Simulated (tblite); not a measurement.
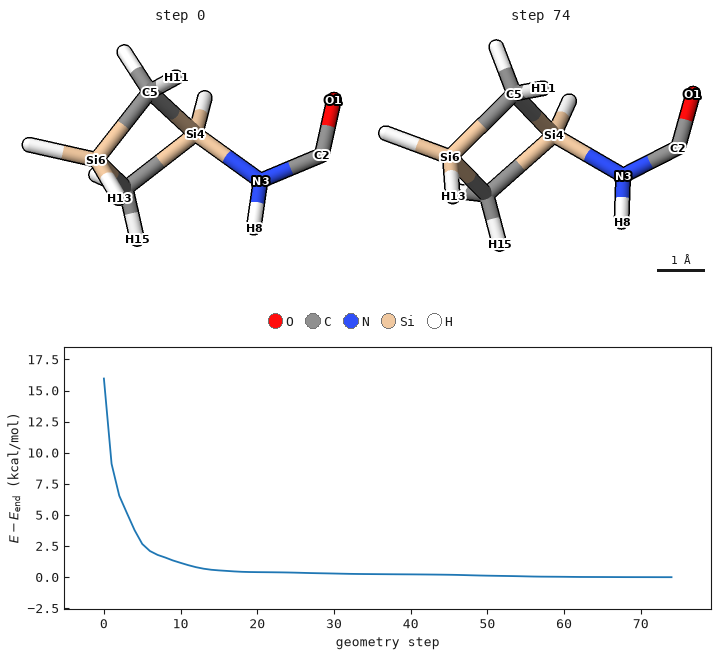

First and last geometry of a relaxation of C3H8NOSi2 (multiplicity 2), with the history of the run. A stick model, seen at a tilt.

Method: GFN2-xTB geometry optimisation, gas phase in tblite. 

Question: Read the history and describe the run.

Answer: It converged. The largest move after the best rigid fit is that of an H atom, 0.55 Å. Largest moves by element: H 0.55 Å, C 0.21 Å, N 0.20 Å, Si 0.15 Å, O 0.13 Å. Among the contacts that change: C–N 1.421 → 1.324 Å, C–Si 1.857 → 1.923 Å, C–O 1.244 → 1.202 Å, H–N 1.046 → 1.008 Å. Among the angles between lasting bonds that change: N–Si–H 117.3° → 106.9°, C–Si–H 111.3° → 119.9°, O–C–N 122.4° → 130.3°. Over 74 geometry steps the energy falls by 16.0 kcal/mol.

```csv
step,"E − E(0), kcal/mol"
0,0.00
1,-6.86
2,-9.41
3,-10.81
4,-12.19
5,-13.30
6,-13.86
7,-14.17
8,-14.39
9,-14.62
10,-14.82
13,-15.28
17,-15.50
20,-15.56
23,-15.58
27,-15.64
30,-15.67
34,-15.71
37,-15.73
40,-15.74
44,-15.76
47,-15.80
50,-15.84
54,-15.89
57,-15.92
61,-15.94
64,-15.95
67,-15.96
71,-15.96
74,-15.97
```
